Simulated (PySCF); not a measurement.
**CCSD(T)/STO-3G run of SiH3Cl (SiClH3)**

Aim: the energy change on altering one bond length of SiH3Cl (SiClH3) at CCSD(T)/STO-3G, from 2 runs. 

The calculation is run with PySCF 2.14.0.

10 further runs of the same task are left out: 1 that didn't finish, 9 set aside as unsound or not needed.

**1. The molecule**

SiH3Cl has 5 atoms, charge 0, and is taken as a singlet. SMILES: `[H][Si]([H])([H])Cl`. The shape is that of a GFN2-xTB optimisation.

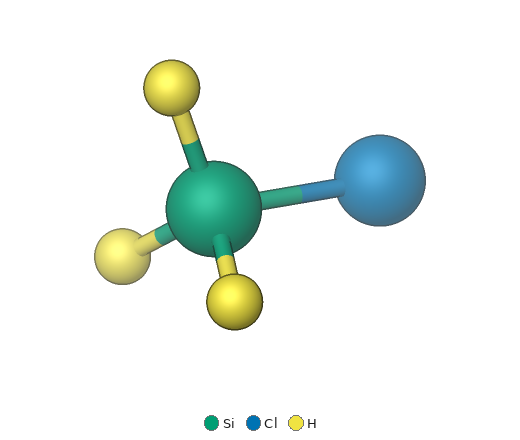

The structure, seen from a chosen angle (silicon teal, chlorine blue, hydrogen yellow).

**2. A single-point energy at CCSD(T)/STO-3G**

input.py reads:

```python
# SiClH3
from pyscf import gto, scf, cc

system = gto.M(
    atom='''
Si     0.000548     0.003666    -0.244549
Cl     0.020201    -0.039382     3.553876
H      2.612225     0.021184    -1.124217
H     -1.324226     2.274663    -1.070492
H     -1.308730    -2.260150    -1.114636
''',
    verbose=3,
    unit='bohr',
    charge=0,
    basis='sto-3g',
    max_memory=1860,
)

myscf = scf.RHF(system)
myscf.conv_tol = 1e-10
myscf.kernel()
if not myscf.converged:
    myscf = myscf.newton().run(myscf.mo_coeff, myscf.mo_occ)

mycc = cc.CCSD(myscf, frozen=10)
mycc.kernel()
e_t = mycc.ccsd_t()
e_tot = mycc.e_tot + e_t
print('E = %.10f Eh' % e_tot)
```

On the command line:

```bash
$ OMP_NUM_THREADS=1 python input.py
```

Log:

```text
converged SCF energy = -741.972941263118
E(CCSD) = -742.036231654497  E_corr = -0.06329039137882458
CCSD(T) correction = -0.000541239639739997
E = -742.0367728941 Eh
```

Wall time 0.84 s (1 thread of Arm Neoverse V1, shared host); peak memory 0.1 GiB.

**3. The distorted shape, same level**

input.py reads:

```python
from pyscf import gto, scf, cc

mol = gto.M(
    atom='''
Si   1.262156  -2.161218   0.657312
Cl   1.272556  -2.183998   2.667352
H    2.644196  -2.151948   0.191812
H   -0.700750   1.203700  -0.566480
H    0.569316  -3.359178   0.196882
''',
    basis='sto-3g',
    verbose=3,
    charge=0,
    max_memory=1860,
)

hf = scf.RHF(mol)
hf.conv_tol = 1e-10
hf.kernel()
if not hf.converged:
    hf = hf.newton().run(hf.mo_coeff, hf.mo_occ)

mycc = cc.CCSD(hf, frozen=10)
mycc.kernel()
e_t = mycc.ccsd_t()
e_final = mycc.e_tot + e_t
print('Final energy', e_final)
```

On the command line:

```bash
$ OMP_NUM_THREADS=1 python input.py
```

Log:

```text
converged SCF energy = -741.5806561967
E(CCSD) = -741.8504940996186  E_corr = -0.2698379029180743
CCSD(T) correction = -0.00950382611403574
Final energy -741.8599979257326
```

Wall time 0.93 s (1 thread of Arm Neoverse V1, shared host); peak memory 0.1 GiB.

**4. What came out**

Level: CCSD(T)/STO-3G, 10 core orbitals frozen.

| quantity | value |
| --- | --- |
| first shape: total energy | -742.03677 Eh |
| first shape: dipole moment (Hartree–Fock density) | 2.76 D |
| first shape: HOMO energy (Hartree–Fock orbitals) | -10.22 eV |
| first shape: LUMO energy (Hartree–Fock orbitals) | 10.21 eV |
| first shape: HOMO–LUMO gap (Hartree–Fock orbitals) | 20.43 eV |
| first shape: correlation energy (10 core orbitals frozen) | -63.8 mEh |
| first shape: (T) correction | -0.54 mEh |
| first shape: T1 diagnostic | 0.004 |
| distorted shape: total energy | -741.86000 Eh |
| distorted shape: dipole moment (Hartree–Fock density) | 2.46 D |
| distorted shape: HOMO energy (Hartree–Fock orbitals) | -3.71 eV |
| distorted shape: LUMO energy (Hartree–Fock orbitals) | 0.41 eV |
| distorted shape: HOMO–LUMO gap (Hartree–Fock orbitals) | 4.12 eV |
| distorted shape: correlation energy (10 core orbitals frozen) | -279.3 mEh |
| distorted shape: (T) correction | -9.50 mEh |
| distorted shape: T1 diagnostic | 0.026 |
| energy change with the Si1–H4 bond stretched from 1.458 to 4.083 Å | 4.810 eV |

In words: One bond (distorted shape) is far stretched, which a spin-restricted single reference describes badly; perturbation theory on it can break down and give far too much correlation. With the Si1–H4 bond stretched from 1.458 to 4.083 Å the energy rises by 4.81 eV (111 kcal/mol). The first shape isn't relaxed at this level, so the change isn't measured from a minimum. A restricted reference can't describe the breaking bond well at this length. The minimal basis adds a large error of its own. The triples (first shape) make up 0.8 % of the correlation energy. The T1 diagnostic (distorted shape) of 0.026 is above the customary mark for such species, so a single reference may not serve. Mulliken charges (distorted shape) of the mean-field density run from -0.36 on Cl2 to +0.70 on Si1; they depend strongly on the basis. The triples (distorted shape) make up 3.4 % of the correlation energy.
